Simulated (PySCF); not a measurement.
# One shape, several levels: Si2H6SO (SMILES O[SiH]([SiH3])S)

Aim: a comparison of 5 runs (HF/3-21G, B3LYP/6-31G*, BP86/def2-SVP, MP2/6-31+G*, MP2/aug-cc-pVDZ) of Si2H6SO. Input form: a Python script.

The results are computed with PySCF 2.14.0.

## (1) The molecule

The species is Si2H6SO (10 atoms), meant as a singlet with charge 0. As SMILES, `O[SiH]([SiH3])S`. The coordinates come from a PBE0-D4/def2-TZVP relaxation. This is one conformer, not always the lowest.

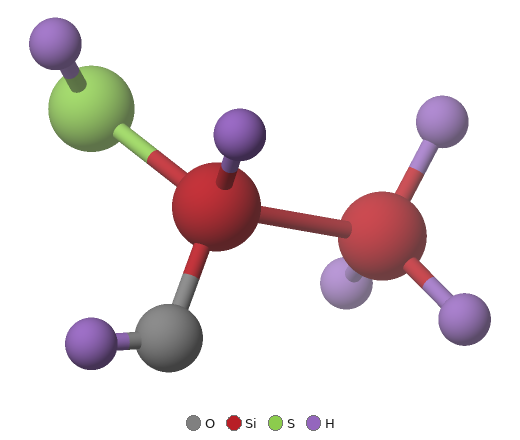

The structure, seen from a chosen angle (oxygen grey, silicon red, sulfur green, hydrogen purple).

## (2) Energy and gradient at HF/3-21G (run 1)

job.py reads:

```python
from pyscf import gto, scf

mol = gto.Mole()
mol.atom = '''
O     -3.442514     1.077333    -0.357725
Si    -0.338261     1.130434    -0.130580
Si     0.839605    -2.725741     1.662770
S      1.495340     1.461892    -3.736744
H     -4.229774     2.332300    -1.402744
H      0.531769     3.356909     1.353989
H      3.560622    -2.615570     2.355733
H      0.452022    -4.787054    -0.207681
H     -0.675955    -3.270927     3.965023
H      1.964370     3.943669    -3.496371
'''
mol.max_memory = 1860
mol.verbose = 3
mol.spin = 0
mol.basis = '3-21g'
mol.charge = 0
mol.unit = 'bohr'
mol.build()

myscf = scf.RHF(mol)
myscf.conv_tol = 1e-10
myscf.kernel()
if not myscf.converged:
    myscf = myscf.newton().run(myscf.mo_coeff, myscf.mo_occ)

e_tot = myscf.e_tot
print('Final energy', e_tot)
grad = myscf.nuc_grad_method().kernel()
myscf.analyze()
```

The run is started by

```
$ OMP_NUM_THREADS=1 python job.py
```

The log of the run:

```text
converged SCF energy = -1048.32255131458
[... 13 lines left out ...]
MO #4   energy= -20.4661969913797  occ= 2
[... 7 lines left out ...]
MO #12  energy= -4.26668083232688  occ= 2
[... 7 lines left out ...]
MO #20  energy= -0.716463352967034 occ= 2
[... 7 lines left out ...]
MO #28  energy= -0.420158663256998 occ= 2
[... 7 lines left out ...]
MO #36  energy= 0.268131318149659  occ= 0
[... 7 lines left out ...]
MO #44  energy= 0.55468335730992   occ= 0
[... 7 lines left out ...]
MO #52  energy= 1.27534256273184   occ= 0
[... 7 lines left out ...]
MO #60  energy= 3.13955692477195   occ= 0
[... 11 lines left out ...]
Dipole moment(X, Y, Z, Debye): -0.44688,  2.25696,  0.88043
```

Wall time 1.6 s (1 thread of Intel Xeon 6975P-C (Granite Rapids), shared host); peak memory 0.13 GiB.

## (3) Energy and forces at B3LYP/6-31G(d) (Cartesian functions) (run 2)

input.py reads:

```python
import pyscf.grad
from pyscf import gto, dft

mol = gto.M(
    atom='''
O     -3.442514     1.077333    -0.357725
Si    -0.338261     1.130434    -0.130580
Si     0.839605    -2.725741     1.662770
S      1.495340     1.461892    -3.736744
H     -4.229774     2.332300    -1.402744
H      0.531769     3.356909     1.353989
H      3.560622    -2.615570     2.355733
H      0.452022    -4.787054    -0.207681
H     -0.675955    -3.270927     3.965023
H      1.964370     3.943669    -3.496371
''',
    spin=0,
    max_memory=1860,
    charge=0,
    basis='6-31g*',
    verbose=4,
    cart=True,
    unit='bohr',
)

ks = dft.RKS(mol, xc='b3lyp')
ks.grids.level = 5
ks.conv_tol = 1e-10
ks.kernel()
if not ks.converged:
    ks = ks.newton().run(ks.mo_coeff, ks.mo_occ)

e_tot = ks.e_tot
print('Final energy', e_tot)
grad = ks.Gradients().kernel()
ks.analyze()
```

The run is started by

```
$ OMP_NUM_THREADS=1 python input.py
```

The log of the run:

```text
PySCF version 2.14.0

[... 95 lines left out ...]
Nuclear Repulsion Energy =             277.310736640952996
[... 12 lines left out ...]
MO #7   energy= -5.90023068046401  occ= 2
[... 10 lines left out ...]
MO #18  energy= -0.741725870759585 occ= 2
[... 10 lines left out ...]
MO #29  energy= -0.26578425542887  occ= 2
[... 10 lines left out ...]
MO #40  energy= 0.217802938859203  occ= 0
[... 10 lines left out ...]
MO #51  energy= 0.512000705783518  occ= 0
[... 10 lines left out ...]
MO #62  energy= 0.837126724144874  occ= 0
[... 10 lines left out ...]
MO #73  energy= 1.19522261862155   occ= 0
[... 10 lines left out ...]
MO #84  energy= 3.89023747180268   occ= 0
[... 97 lines left out ...]
Dipole moment(X, Y, Z, Debye): -0.41291,  1.86844,  0.19377
```

Run time: 25 s. Hardware: 1 thread of Intel Xeon 6975P-C (Granite Rapids), shared host; peak memory 0.82 GiB.

Runs 3 to 4 aren't shown in full; the table further down has their settings and results.

## (4) Energy and gradient at MP2/aug-cc-pVDZ (run 5)

start.xyz reads:

```xyz
10

O     -1.821700     0.570100    -0.189300
Si    -0.179000     0.598200    -0.069100
Si     0.444300    -1.442400     0.879900
S      0.791300     0.773600    -1.977400
H     -2.238300     1.234200    -0.742300
H      0.281400     1.776400     0.716500
H      1.884200    -1.384100     1.246600
H      0.239200    -2.533200    -0.109900
H     -0.357700    -1.730900     2.098200
H      1.039500     2.086900    -1.850200
```

run.py reads:

```python
# O[SiH]([SiH3])S
from pyscf import gto, mp

system = gto.M(
    atom='start.xyz',
    basis='aug-cc-pvdz',
    verbose=4,
    max_memory=1860,
)

hf = system.RHF()
hf.conv_tol = 1e-10
hf.kernel()
if not hf.converged:
    hf = hf.newton().run(hf.mo_coeff, hf.mo_occ)

pt = mp.MP2(hf, frozen=16).run()
e_final = pt.e_tot
print('Final energy', e_final)
grad = pt.nuc_grad_method().kernel()
dip = hf.dip_moment()
pop, q = hf.mulliken_pop()
```

The run is started by

```
$ OMP_NUM_THREADS=1 python run.py
```

The log of the run:

```text
PySCF version 2.14.0

[... 66 lines left out ...]
converged SCF energy = -1053.8355911925
[... 8 lines left out ...]
Final energy -1054.3927304446509
[... 8 lines left out ...]
Dipole moment(X, Y, Z, Debye): -0.25798,  1.67669,  0.19299
[... 169 lines left out ...]
charge of    9H =      0.11312
```

It took 75 s on 1 thread of Intel Xeon 6975P-C (Granite Rapids), shared host; peak memory 1.9 GiB.

## (5) The series

```csv
run,level,Cartesian functions,integration grid,energy (Eh),dipole moment (D) of the reference,HOMO energy (eV),LUMO energy (eV),wall time
1,HF/3-21G,no,–,-1048.322551,2.46,-10.55,3.40,1.6 s
2,B3LYP/6-31G* (Cartesian functions),yes,5,-1056.066555,1.92,-7.23,-0.10,25 s
3,BP86/def2-SVP,no,5,-1055.795326,1.87,-6.31,-0.83,23 s
4,MP2/6-31+G* (spherical functions),no,–,-1054.220995,2.02,-10.43,1.40,30 s
5,MP2/aug-cc-pVDZ,no,–,-1054.392730,1.71,-10.36,0.87,75 s
```

## (6) What came out

| quantity | value |
| --- | --- |
| run 5: total energy | -1054.39273 Eh |
| run 5: dipole moment (Hartree–Fock density) | 1.71 D |
| run 5: HOMO energy (Hartree–Fock orbitals) | -10.36 eV |
| run 5: LUMO energy (Hartree–Fock orbitals) | 0.87 eV |
| run 5: HOMO–LUMO gap (Hartree–Fock orbitals) | 11.23 eV |
| run 5: correlation energy (16 core orbitals frozen) | -557.1 mEh |
| run 5: largest force on an atom | 1.604 eV/Å |

**Reading.** Over runs 1, 2, 3 the dipole moment (its size) runs from 1.87 D (BP86/def2-SVP) to 2.46 D (HF/3-21G). The two ends differ in method and basis. Over runs 1, 2, 3 the HOMO–LUMO gap runs from 5.48 eV (BP86/def2-SVP) to 13.95 eV (HF/3-21G). Totals of different functionals can't be ranked against each other. All runs together took 2.6 min, the longest 75 s.
